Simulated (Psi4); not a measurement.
# [SiPH4]− (SMILES [SiH2-]P) at PBE/def2-SVP (Cholesky decomposition, cholesky tolerance 0.001, sweep point 6)

What is the vertical ionisation energy of [SiPH4]− at PBE/def2-SVP (Cholesky decomposition, cholesky tolerance 0.001, sweep point 6)? The job is set up through a Python script.

The results are computed with Psi4 1.11.

## (1) Starting point

[SiPH4]−: 6 atoms, total charge -1, spin state singlet. SMILES: `[SiH2-]P`. The coordinates come from a GFN2-xTB relaxation. This is one conformer, not always the lowest.

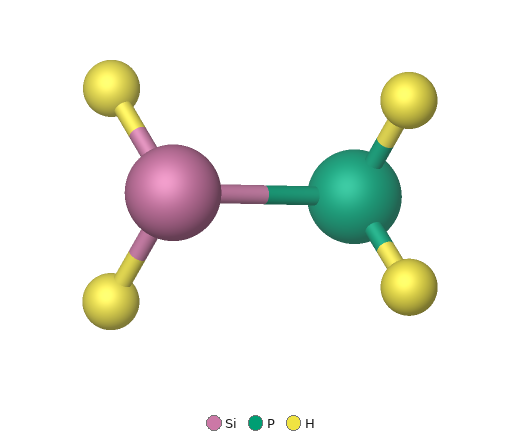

The structure, seen from a chosen angle (silicon pink, phosphorus teal, hydrogen yellow).

## (2) A single-point energy at PBE/def2-SVP (Cholesky decomposition, cholesky tolerance 0.001, sweep point 6)

run.py

```python
import psi4

psi4.set_memory(1600000000)
psi4.set_num_threads(1)
psi4.core.set_output_file('h4psi.out', False)

mol = psi4.geometry("""
-1 1
Si     0.67586055    -1.92723719    -0.25061548
P     -0.67128741     2.02461478     0.25057768
H     -0.73149409    -3.02467674     1.95938143
H     -1.21335535    -2.66094225    -2.24095062
H      0.76987442     2.95825286    -1.70041336
H      1.17040188     2.62998854     1.98202035
units bohr
symmetry c1
""")

psi4.set_options({
    'basis': 'def2-SVP',
    'reference': 'rks',
    'puream': True,
    'scf_type': 'cd',
    'dft_radial_points': 99,
    'dft_spherical_points': 590,
    'cholesky_tolerance': 0.001,
})

energy_value = psi4.energy("PBE")
print(f'PBE energy: {energy_value:.10f} Eh')
```

Started as:

```
$ python run.py
```

h4psi.out:

```text
[...]
  Running in c1 symmetry.
[...]
  Nuclear repulsion =   83.574544059838061
[...]
  Multiplicity = 1
[...]
  Nalpha       = 17
  Nbeta        = 17
[...]
    Number of basis functions: 56
[...]
   @RKS iter   1:  -632.53926911009933   -1.13107e-01   7.96338e-03 DIIS/ADIIS
[...]
   @RKS iter   8:  -632.71356368186866   -1.40857e-08   7.21780e-07 DIIS
[...]
    Orbital Energies [Eh]
    ---------------------
    Doubly Occupied:
       1A    -76.071374     2A    -65.135310     3A     -6.090740
       4A     -4.792367     5A     -4.313269     6A     -4.310873
       7A     -4.307171     8A     -3.208219     9A     -3.206994
      10A     -3.203273    11A     -0.387732    12A     -0.223420
      13A     -0.160536    14A     -0.076181    15A     -0.064748
      16A     -0.041685    17A      0.062244
[...]
  @RKS Final Energy:  -632.71356368186866
   => Energetics <=
    Nuclear Repulsion Energy =             83.5745440598380611
    One-Electron Energy =               -1049.2593482381589638
    Two-Electron Energy =                 378.4972743545690150
    DFT Exchange-Correlation Energy =     -45.5260338581167474
    Empirical Dispersion Energy =           0.0000000000000000
    VV10 Nonlocal Energy =                  0.0000000000000000
    Total Energy =                       -632.7135636818686635
[...]
 Multipole Moments:
 ------------------------------------------------------------------------------------
     Multipole            Electronic (a.u.)      Nuclear  (a.u.)        Total (a.u.)
 ------------------------------------------------------------------------------------
 L = 1.  Multiply by 2.5417464519 to convert [e a0] to [Debye]
 Dipole X            :         -0.6810575            0.3776105           -0.3034470
 Dipole Y            :          2.4673566           -1.2645816            1.2027750
 Dipole Z            :          0.2839806           -0.1428416            0.1411390
 Magnitude           :                                                    1.2484663
[...]
```

On the terminal:

```text
PBE energy: -632.7135636819 Eh
```

Run time: 9.6 s. Hardware: 1 thread of Intel Xeon Platinum 8375C at 2.90GHz (Ice Lake), shared host; peak memory 0.69 GiB.

## (3) Doublet neutral SiPH4, same level

job.py

```python
import psi4

psi4.set_memory('1600 MB')
psi4.set_num_threads(1)
psi4.set_output_file('output.dat', False)

m = psi4.geometry("""
0 2
Si     0.67586055    -1.92723719    -0.25061548
P     -0.67128741     2.02461478     0.25057768
H     -0.73149409    -3.02467674     1.95938143
H     -1.21335535    -2.66094225    -2.24095062
H      0.76987442     2.95825286    -1.70041336
H      1.17040188     2.62998854     1.98202035
units bohr
symmetry c1
""")

psi4.set_options({
    'reference': 'uks',
    'puream': True,
    'scf_type': 'cd',
    'dft_radial_points': 99,
    'dft_spherical_points': 590,
    'cholesky_tolerance': 0.001,
    'maxiter': 150,
})

result = psi4.energy("pbe/def2-SVP", molecule=m)
print(f'pbe/def2-SVP energy: {result:.10f} Eh')
```

Started as:

```
$ python job.py
```

output.dat:

```text
[...]
  Running in c1 symmetry.
[...]
  Nuclear repulsion =   83.574544059838061
[...]
  Multiplicity = 2
[...]
  Nalpha       = 17
  Nbeta        = 16
[...]
    Number of basis functions: 56
[...]
   @UKS iter   1:  -632.58404743538279   -1.57885e-01   5.69492e-03 ADIIS/DIIS
[...]
   @UKS iter   9:  -632.66618115398705   -5.25142e-09   3.34936e-07 DIIS
[...]
   @S^2 Observed:                7.524437096E-01
[...]
    Orbital Energies [Eh]
    ---------------------
    Alpha Occupied:
       1A    -76.290386     2A    -65.405062     3A     -6.310180
       4A     -5.062282     5A     -4.531294     6A     -4.530175
       7A     -4.528641     8A     -3.479237     9A     -3.475404
      10A     -3.474949    11A     -0.603239    12A     -0.461404
      13A     -0.364761    14A     -0.293472    15A     -0.292095
      16A     -0.270428    17A     -0.202210
    Alpha Virtual:
      18A     -0.011343    19A      0.001706    20A      0.008615
      21A      0.022931    22A      0.080646    23A      0.218712
      24A      0.254762    25A      0.264519    26A      0.297917
[...]
  @UKS Final Energy:  -632.66618115398705
   => Energetics <=
    Nuclear Repulsion Energy =             83.5745440598380611
    One-Electron Energy =               -1041.5241332414284443
    Two-Electron Energy =                 370.5567308393719372
    DFT Exchange-Correlation Energy =     -45.2733228117685371
    Empirical Dispersion Energy =           0.0000000000000000
    VV10 Nonlocal Energy =                  0.0000000000000000
    Total Energy =                       -632.6661811539870541
[...]
 Multipole Moments:
 ------------------------------------------------------------------------------------
     Multipole            Electronic (a.u.)      Nuclear  (a.u.)        Total (a.u.)
 ------------------------------------------------------------------------------------
 L = 1.  Multiply by 2.5417464519 to convert [e a0] to [Debye]
 Dipole X            :          0.0036379            0.3776105            0.3812485
 Dipole Y            :          1.4517115           -1.2645816            0.1871299
 Dipole Z            :          0.1165338           -0.1428416           -0.0263079
 Magnitude           :                                                    0.4255116
[...]
```

The script printed:

```text
pbe/def2-SVP energy: -632.6661811540 Eh
```

It took 11 s on 1 thread of Intel Xeon Platinum 8375C at 2.90GHz (Ice Lake), shared host; peak memory 0.69 GiB.

## (4) Results

Level: PBE/def2-SVP (Cholesky decomposition, cholesky tolerance 0.001, sweep point 6).

| quantity | value |
| --- | --- |
| singlet [SiPH4]−: total energy | -632.71356 Eh |
| singlet [SiPH4]−: HOMO energy | 1.69 eV |
| singlet [SiPH4]−: LUMO energy | 5.49 eV |
| singlet [SiPH4]−: HOMO–LUMO gap (to an unbound level, set by the basis) | 3.79 eV |
| doublet neutral SiPH4: total energy | -632.66618 Eh |
| doublet neutral SiPH4: dipole moment | 1.08 D |
| doublet neutral SiPH4: HOMO energy (highest over α and β) | -5.50 eV |
| doublet neutral SiPH4: LUMO energy (lowest over α and β) | -4.14 eV |
| doublet neutral SiPH4: ⟨S²⟩ | 0.752 |
| vertical detachment energy (to the doublet neutral) | 1.289 eV |

Removing an electron at fixed nuclei costs 1.29 eV (30 kcal/mol). −ε(HOMO) before ionisation, -1.69 eV, is 2.98 eV below this ionisation energy. The HOMO (singlet [SiPH4]−) lies at positive energy, 1.69 eV, as semi-local functionals often give for anions; only total energies tell whether the electron is bound.
